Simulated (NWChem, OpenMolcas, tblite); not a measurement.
**InPH4O (SMILES O[PH][InH2]): the vertical ionisation energy, rung by rung**

The species is InPH4O (7 atoms), meant as a singlet with charge 0. As SMILES, `O[PH][InH2]`. The shape is that of a PBE0-D4/def2-TZVP optimisation. This is one conformer, not always the lowest.

Quantity: the vertical ionisation energy (to the doublet cation), in eV. The values are calculated.

| level | kind | program | value (eV) |
| --- | --- | --- | --- |
| IPEA1-xTB | semi-empirical | tblite | 13.14 |
| HF/def2-SVPD (core potential) | Hartree–Fock | NWChem | 7.73 |
| SVWN5/def2-SVPD (core potential) | LDA | NWChem | 8.64 |
| BLYP/def2-SVPD (core potential) | GGA | OpenMolcas | 8.32 |
| revPBE/def2-SVPD (core potential) | GGA | OpenMolcas | 8.39 |
| M06-L/def2-SVPD (core potential) | meta-GGA | OpenMolcas | 8.44 |
| TPSS/def2-SVPD (core potential) | meta-GGA | OpenMolcas | 8.46 |
| BHLYP/def2-SVPD (core potential) | global hybrid | OpenMolcas | 8.53 |
| MP2/def2-SVPD (core potential) | perturbation theory | NWChem | 8.50 |

Spin-orbit coupling, which can split open shells on such heavy atoms by tenths of an eV, is left out. The values span 7.73 to 13.14 eV. The xTB values lack the empirical shift that such differences need. In the correlated wave-function rows the outer d shell of In is correlated, in sets not made for it.

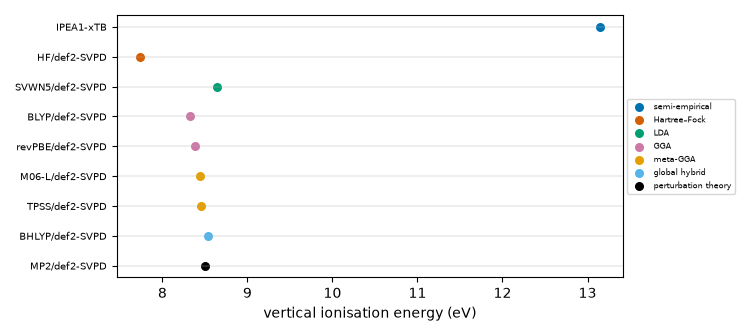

The values of the table, level by level.
